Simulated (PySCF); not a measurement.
Input

```
{"job": {"kind": "nmr", "xc": "PBE0", "basis": "pcSseg-1"}, "charge": 0, "multiplicity": 1}
C      2.170712    -0.034325     0.890644
C      1.190411     0.544855     0.219413
C      0.465234    -0.064165    -0.923541
Si    -1.255087    -0.711956    -0.405759
N     -2.138072     0.661707     0.143785
H      2.536019    -1.012697     0.622929
H      2.654188     0.442936     1.726422
H      0.850478     1.530941     0.512848
H      1.044727    -0.890233    -1.334079
H      0.335731     0.676483    -1.712461
H     -1.070202    -1.790350     0.579313
H     -1.994501    -1.210233    -1.567028
H     -3.101087     0.542927     0.413387
H     -1.689229     1.313638     0.767157
```

Run with:

```sh
OMP_NUM_THREADS=1 python probes_run.py task.json out
```

Geometry: GFN2-xTB.

Method: PBE0/pcSseg-1, SCF density, gas phase, non-relativistic in PySCF.

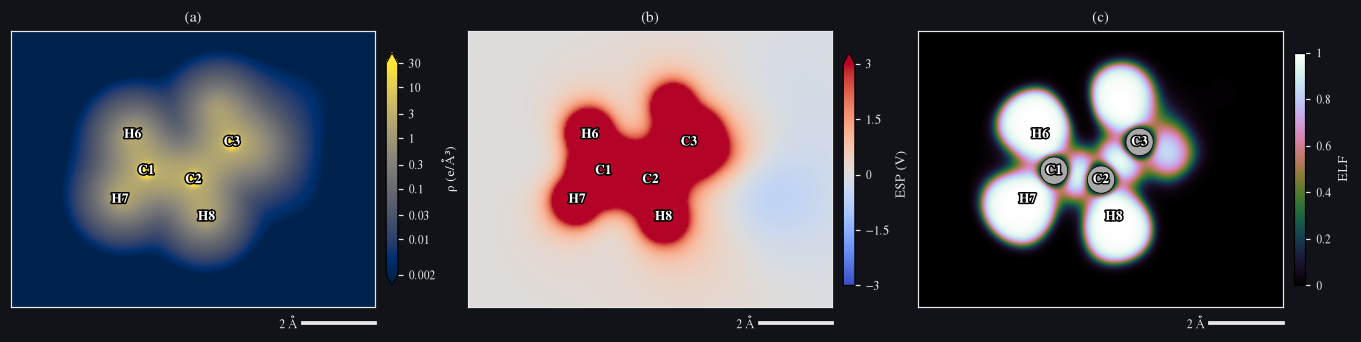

C3H9NSi (SMILES C=CC[SiH2]N). (a) total electron density; (b) molecular electrostatic potential; (c) electron localisation function on the plane of atoms C2, C1 and H6. Grey discs cover the atomic cores in the ELF map.

> What do the fields say about this system?

The plane passes through C and H nuclei. C–C (1.32 Å): the density is about 2.3 e/Å³ at the midpoint; the ELF peaks at about 0.90 between the atoms; a short, multiple covalent bond. C–C (1.48 Å): the density is about 1.7 e/Å³ at the midpoint; the ELF peaks at about 0.95 between the atoms, as expected for a covalent bond. C–H (1.08 Å): the density is about 2 e/Å³ at the midpoint; the ELF climbs to about 1 towards the hydrogen, as it does in any bond to H (an ordinary covalent bond to hydrogen). Outside the dense part of the molecule the potential is most negative (−0.6 V) near N5, which lies off the plane.
